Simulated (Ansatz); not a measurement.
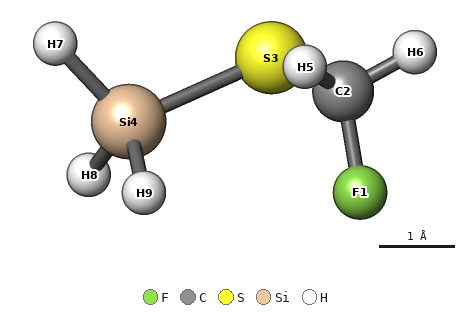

The input geometry (ball-and-stick view, seen at a tilt; atoms are numbered from 1 in the order of the input).

**CH$_{5}$FSSi: phonon calculation**

The run: phonon calculation of CH$_{5}$FSSi. Method and program: RKS PBE/6-31G* (Ansatz 0.2.0).

It belongs to a series of runs on one base structure; here: vibrations at the highest image of the band. Figures and captions count atoms from 1; the log counts them from 0 in places.

## Input file
```yaml
crystal:
  periodic: [false, false, false]
  atoms:
    - { symbol: F, position_ang: [-1.509253, 1.412932, -0.24538] }
    - { symbol: C, position_ang: [-0.341988, 1.425177, 0.494569] }
    - { symbol: S, position_ang: [-0.032045, -0.180132, 1.337135] }
    - { symbol: Si, position_ang: [0.407716, -1.423575, -0.385132] }
    - { symbol: H, position_ang: [0.498378, 1.688158, -0.170125] }
    - { symbol: H, position_ang: [-0.428188, 2.16972, 1.305251] }
    - { symbol: H, position_ang: [1.876013, -1.708181, -0.510302] }
    - { symbol: H, position_ang: [-0.32087, -2.721403, -0.228767] }
    - { symbol: H, position_ang: [-0.061262, -0.708996, -1.614351] }
basis:
  gaussian: { orbitals: "6-31G*" }
hamiltonian:
  xc: pbe
phonons: {}
```

Run on 1 thread of Arm Neoverse V1, 24 GiB of memory available, shared host.

Launch command:
```bash
ansatz run input.yaml --threads 1 --pin off --max-ram 2048MiB --backend cpu --events-out ev --progress --plain --runs-dir out
```

## What the program printed
```
Engine: ansatz 0.2.0, aarch64-unknown-linux-gnu
Functional definition: PBE
  parameter kappa = 0.804
  parameter beta = 0.06672455060314922
  exchange = pbe_x(kappa = kappa, mu = beta*pi^2/3)
  correlation = pbe_c(beta = beta)
935 factors; their error is unknown
mean field evaluation 1: about -22532.5611 eV, gradient 2.7e1 eV
mean field evaluation 2: about -22531.7657 eV, gradient 3.4e1 eV
mean field evaluation 4: about -22534.3743 eV, gradient 1.7e0 eV
mean field evaluation 8: about -22534.3817 eV, gradient 4.5e-2 eV
mean field evaluation 16: about -22534.3065 eV, gradient 9.4e-5 eV
mean field -22534.30650714 eV, -828.1204898357 hartree, gradient 5.3e-6 eV, S^2 0.000000; 0 other end points of the search recorded, 0 dependent functions left out
the calculation of the forces begins
reference -22534.30653834 eV, -828.1204909825 hartree; 25, 25 occupied and 53, 53 virtual orbitals, 935 factors
these checks for a lower state are left out or cut short: stability, starts, cluster_reference, orbital_swaps, neighbouring_geometries, increment
935 factors; their error is unknown
mean field -22534.30640198 eV, -828.1204859713 hartree, gradient 1.0e-6 eV, S^2 0.000000; 0 other end points of the search recorded, 0 dependent functions left out
[... from here on the field's lines of each further geometry are left out, up to the last ...]
the calculation of the forces begins
reference -22534.30649117 eV, -828.1204892489 hartree; 25, 25 occupied and 53, 53 virtual orbitals, 935 factors
these checks for a lower state are left out or cut short: stability, starts, cluster_reference, orbital_swaps, neighbouring_geometries, increment
935 factors; their error is unknown
mean field -22534.30647782 eV, -828.1204887584 hartree, gradient 1.8e-6 eV, S^2 0.000000; 0 other end points of the search recorded, 0 dependent functions left out
the calculation of the forces begins
reference -22534.30650903 eV, -828.1204899053 hartree; 25, 25 occupied and 53, 53 virtual orbitals, 935 factors
WARN: phonons: modes at or below zero, which the zero-point energy, F, S and C_V leave out: 1, the lowest at -107.47 cm⁻¹. A minimum has none, and a first-order saddle one
Total energy: -22534.30653834 eV, -828.1204909825 hartree
Atom 0 at    -1.509253     1.412932    -0.245380 Å, force    -0.010015     0.001224    -0.009739 eV/Å
Atom 1 at    -0.341988     1.425177     0.494569 Å, force     0.020041     0.019970     0.001049 eV/Å
Atom 2 at    -0.032045    -0.180132     1.337135 Å, force     0.000433    -0.007661     0.019228 eV/Å
Atom 3 at     0.407716    -1.423575    -0.385132 Å, force     0.001275     0.003195    -0.005007 eV/Å
Atom 4 at     0.498378     1.688158    -0.170125 Å, force    -0.008816    -0.003266    -0.002610 eV/Å
Atom 5 at    -0.428188     2.169720     1.305251 Å, force    -0.003028    -0.011356    -0.000287 eV/Å
Atom 6 at     1.876013    -1.708181    -0.510302 Å, force     0.001401    -0.001718    -0.000582 eV/Å
Atom 7 at    -0.320870    -2.721403    -0.228767 Å, force    -0.001603     0.000360     0.001482 eV/Å
Atom 8 at    -0.061262    -0.708996    -1.614351 Å, force     0.000312    -0.000750    -0.003534 eV/Å
Dipole moment:     0.240933     0.115000    -0.133625 e Å
Vibrations: -107.47 88.79 184.64 364.03 487.39 594.14 603.87 687.54 875.04 899.69 922.83 951.40 1043.64 1219.07 1329.59 1467.92 2179.70 2201.61 2215.71 2992.91 3053.07 cm⁻¹, zero-point energy 1.510287 eV
```

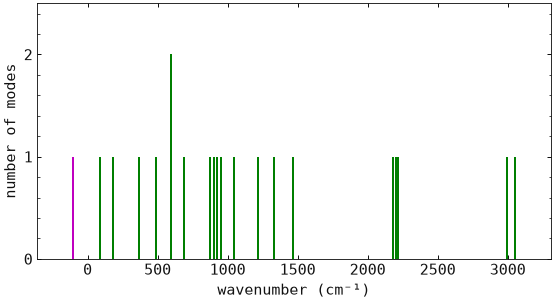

Harmonic vibrational wavenumbers from the force constants; neighbouring modes closer than 14 cm⁻¹ are counted in one stick, and imaginary ones are drawn at negative wavenumbers. 21 modes from 107i to 3053 cm⁻¹, 1 imaginary beyond 8i (107i cm⁻¹): a first-order saddle point, if the geometry is stationary.

## Summary

| quantity | value |
| --- | --- |
| outcome | converged |
| total energy | −22534.3065 eV |
| mean-field energy | −22534.3065 eV |
| largest force (length of the vector) | 0.028 eV/Å |
| wall time | 83 s |
| peak memory | 0.26 GiB |
